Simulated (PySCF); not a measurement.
**Carbon: the same states on changed settings**

Aim: see what changed settings do to total energies and their difference. The change: 14 angular points, unsound on purpose. A sound run of the same states serves as the yardstick.

Method: unrestricted determinants in a Gaussian basis, no spin-orbit coupling in the energies. Code: PySCF 2.14.0.

## 1. The atom as given

| Property | Result |
| --- | --- |
| Element | carbon (Z = 6) |
| Basis | cc-pVDZ |
| Hamiltonian | no relativity, point nucleus |
| State 1 | C: [He] 2s2 2p2, high-spin 3P determinant |
| State 2 | C⁺: [He] 2s2 2p1, 2P determinant |
| Methods | MN15, LDA |

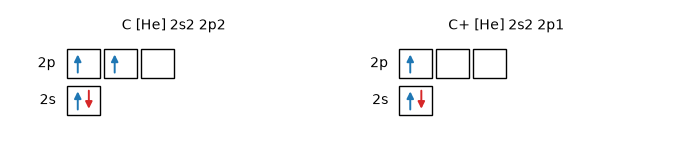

Occupation of the outer shells (arrows by Hund's rule).

The sound run (cc-pVDZ, no relativity, point nucleus, symmetry-adapted start, fine grid, valence correlation) gave:

```tsv
species	method	energy (hartree)
C	UHF	-37.68654
C	MN15	-37.80223
C	LDA	-37.45778
C	MP2 (valence)	-37.73831
C	CCSD(T) (valence)	-37.76038
C⁺	UHF	-37.28953
C⁺	MN15	-37.38636
C⁺	LDA	-37.02993
C⁺	MP2 (valence)	-37.33082
C⁺	CCSD(T) (valence)	-37.35689
```

One driver process ran all states and methods and kept the integrals in memory. Each run is shown as a PySCF script that sums up its settings (the driver passes frozen orbitals as a list and adds second-order terms of double hybrids); the logs are those of the runs themselves. The driver starts from symmetry-adapted Hartree-Fock orbitals, holds the occupation by maximum overlap and uses a logarithmic radial grid for functionals, so a plain start would take other cycles.

The driver's launch:

```bash
$ OMP_NUM_THREADS=1 python atomrun2.py TASK.json OUT
```

The integrals over 14 functions and the set-up took 0.01 s of CPU time.

The grid is set inside the driver, so the scripts do not show it: 14 angular points.

## 2. Changed run, C: the ladder of methods

Level: MN15.

Input file input.py:

```python
from pyscf import gto, scf, dft, mp, cc
import basis_set_exchange as bse
mol = gto.M(atom="C 0 0 0", charge=0, spin=2, symmetry="D2h",
            basis=gto.basis.parse(bse.get_basis("cc-pVDZ", elements=["C"], fmt="nwchem", header=False)))
mf = dft.UKS(mol, xc="MN15")
mf.irrep_nelec = {'Ag': (2, 2), 'B1u': (1, 0), 'B2u': (1, 0)}
mf.kernel()
```

Output:

```text
damping factor = 0
level_shift factor = 0
DIIS = <class 'pyscf.scf.diis.CDIIS'>
diis_start_cycle = 1
diis_space = 10
diis_damp = 0
SCF conv_tol = 1e-09
SCF conv_tol_grad = None
number electrons alpha = 4  beta = 2
XC functionals = MN15
    H. S. Yu, X. He, S. L. Li, and D. G. Truhlar.,  Chem. Sci. 7, 5032-5051 (2016)
    H. S. Yu, X. He, S. L. Li, and D. G. Truhlar.,  Chem. Sci. 7, 5032-5051 (2016)
cycle= 1 E= -37.8006554407421  delta_E= -0.00258  |g|= 0.00499  |ddm|= 0.202
cycle= 2 E= -37.8006710933233  delta_E= -1.57e-05  |g|= 0.0014  |ddm|= 0.0289
cycle= 3 E= -37.8006726222524  delta_E= -1.53e-06  |g|= 0.000231  |ddm|= 0.00672
cycle= 4 E= -37.8006726604404  delta_E= -3.82e-08  |g|= 6.53e-06  |ddm|= 0.00123
cycle= 5 E= -37.8006726604853  delta_E= -4.49e-11  |g|= 4.99e-07  |ddm|= 4.55e-05
converged SCF energy = -37.8006726604853  <S^2> = 2.0004992  2S+1 = 3.0003328
```

Time after the integrals: 0.05 s (1 thread of Neoverse-N1, shared host).

Orbital energies by shell (radii are means over both spins):

```tsv
shell	electrons	mean orbital energy (eV)	spread (eV)	rms radius (bohr)
1s α	1	-276.58	0	0.315
1s β	1	-276.13	0	0.315
2s α	1	-16.795	0	1.74
2s β	1	-13.683	0	1.74
2p α	2	-7.878	0	1.90
```

⟨S²⟩ = 2.000, ⟨L²⟩ = 2.00.

Level: LDA.

input.py, as changed from the run before:

```diff
@@ -4,3 +4,3 @@
             basis=gto.basis.parse(bse.get_basis("cc-pVDZ", elements=["C"], fmt="nwchem", header=False)))
-mf = dft.UKS(mol, xc="MN15")
+mf = dft.UKS(mol, xc="LDA,VWN")
 mf.irrep_nelec = {'Ag': (2, 2), 'B1u': (1, 0), 'B2u': (1, 0)}
```

Output:

```text
damping factor = 0
level_shift factor = 0
DIIS = <class 'pyscf.scf.diis.CDIIS'>
diis_start_cycle = 1
diis_space = 10
diis_damp = 0
SCF conv_tol = 1e-09
SCF conv_tol_grad = None
number electrons alpha = 4  beta = 2
XC functionals = LDA,VWN
    P. A. M. Dirac.,  Math. Proc. Cambridge Philos. Soc. 26, 376 (1930)
    F. Bloch.,  Z. Phys. 57, 545 (1929)
    S. H. Vosko, L. Wilk, and M. Nusair.,  Can. J. Phys. 58, 1200 (1980)
cycle= 1 E= -37.4585474849788  delta_E= -0.00214  |g|= 0.00368  |ddm|= 0.118
cycle= 2 E= -37.4585539822538  delta_E= -6.5e-06  |g|= 0.00153  |ddm|= 0.0169
cycle= 3 E= -37.4585557132549  delta_E= -1.73e-06  |g|= 0.000344  |ddm|= 0.00784
cycle= 4 E= -37.4585558057312  delta_E= -9.25e-08  |g|= 4.44e-06  |ddm|= 0.00147
cycle= 5 E= -37.4585558057475  delta_E= -1.63e-11  |g|= 7.54e-08  |ddm|= 1.82e-05
converged SCF energy = -37.4585558057475  <S^2> = 2.0017027  2S+1 = 3.0011349
```

Time after the integrals: 0.04 s (1 thread of Neoverse-N1, shared host).

## 3. Changed run, C⁺, method by method

Level: MN15.

Input file input.py:

```python
from pyscf import gto, scf, dft, mp, cc
import basis_set_exchange as bse
mol = gto.M(atom="C 0 0 0", charge=1, spin=1, symmetry="D2h",
            basis=gto.basis.parse(bse.get_basis("cc-pVDZ", elements=["C"], fmt="nwchem", header=False)))
mf = dft.UKS(mol, xc="MN15")
mf.irrep_nelec = {'Ag': (2, 2), 'B2u': (1, 0)}
mf.kernel()
```

Output:

```text
damping factor = 0
level_shift factor = 0
DIIS = <class 'pyscf.scf.diis.CDIIS'>
diis_start_cycle = 1
diis_space = 10
diis_damp = 0
SCF conv_tol = 1e-09
SCF conv_tol_grad = None
number electrons alpha = 3  beta = 2
XC functionals = MN15
    H. S. Yu, X. He, S. L. Li, and D. G. Truhlar.,  Chem. Sci. 7, 5032-5051 (2016)
    H. S. Yu, X. He, S. L. Li, and D. G. Truhlar.,  Chem. Sci. 7, 5032-5051 (2016)
cycle= 1 E= -37.3828997750018  delta_E= -0.00208  |g|= 0.00375  |ddm|= 0.192
cycle= 2 E= -37.3829098155778  delta_E= -1e-05  |g|= 0.000469  |ddm|= 0.0204
cycle= 3 E= -37.3829099830752  delta_E= -1.67e-07  |g|= 1.27e-05  |ddm|= 0.00294
cycle= 4 E= -37.3829099831848  delta_E= -1.1e-10  |g|= 1.24e-06  |ddm|= 8.45e-05
converged SCF energy = -37.3829099831848  <S^2> = 0.75024318  2S+1 = 2.0002432
```

It took 0.05 s on 1 thread of Neoverse-N1, shared host, the integrals not counted.

The occupied shells:

```tsv
shell	electrons	mean orbital energy (eV)	spread (eV)	rms radius (bohr)
1s α	1	-292.67	0	0.315
1s β	1	-292.30	0	0.315
2s α	1	-28.821	0	1.62
2s β	1	-27.005	0	1.62
2p α	1	-20.026	0	1.67
```

⟨S²⟩ = 0.750, ⟨L²⟩ = 2.00.

Level: LDA.

input.py, as changed from the run before:

```diff
@@ -4,3 +4,3 @@
             basis=gto.basis.parse(bse.get_basis("cc-pVDZ", elements=["C"], fmt="nwchem", header=False)))
-mf = dft.UKS(mol, xc="MN15")
+mf = dft.UKS(mol, xc="LDA,VWN")
 mf.irrep_nelec = {'Ag': (2, 2), 'B2u': (1, 0)}
```

Output:

```text
damping factor = 0
level_shift factor = 0
DIIS = <class 'pyscf.scf.diis.CDIIS'>
diis_start_cycle = 1
diis_space = 10
diis_damp = 0
SCF conv_tol = 1e-09
SCF conv_tol_grad = None
number electrons alpha = 3  beta = 2
XC functionals = LDA,VWN
    P. A. M. Dirac.,  Math. Proc. Cambridge Philos. Soc. 26, 376 (1930)
    F. Bloch.,  Z. Phys. 57, 545 (1929)
    S. H. Vosko, L. Wilk, and M. Nusair.,  Can. J. Phys. 58, 1200 (1980)
cycle= 1 E= -37.0292627684102  delta_E= -0.00205  |g|= 0.00368  |ddm|= 0.115
cycle= 2 E= -37.0292711931732  delta_E= -8.42e-06  |g|= 0.000799  |ddm|= 0.0227
cycle= 3 E= -37.0292716909704  delta_E= -4.98e-07  |g|= 9.71e-05  |ddm|= 0.00568
cycle= 4 E= -37.029271698378  delta_E= -7.41e-09  |g|= 1.47e-06  |ddm|= 0.000634
cycle= 5 E= -37.0292716983797  delta_E= -1.72e-12  |g|= 2.39e-08  |ddm|= 8.6e-06
converged SCF energy = -37.0292716983797  <S^2> = 0.75098437  2S+1 = 2.0009841
```

It took 0.03 s on 1 thread of Neoverse-N1, shared host, the integrals not counted.

## 4. What moved

```tsv
species	method	converged	energy less sound run (eV)
C	MN15	yes	+0.0422
C	LDA	yes	-0.0210
C⁺	MN15	yes	+0.0939
C⁺	LDA	yes	+0.0178
```

Ionisation energy of C:

```tsv
method	sound run (eV)	changed run (eV)	shift (eV)
UHF	10.803	10.803	+0.000
MN15	11.316	11.368	+0.052
LDA	11.643	11.681	+0.039
```

## 5. Outcome

| quantity | value |
| --- | --- |
| change | 14 angular points |
| runs converged | 4 of 4 |
| largest shift of a converged total energy | 0.0939 eV |
| largest shift of the ionisation energy | +0.052 eV (MN15) |

The ionisation energy moves by up to 0.05 eV, at MN15. A coarse angular grid integrates products of high-l functions wrongly, so density functionals can shift, and the SCF can exploit the error; Hartree-Fock and MP2 need no grid. The setting is unsound on purpose, so these numbers are no properties of the atom.
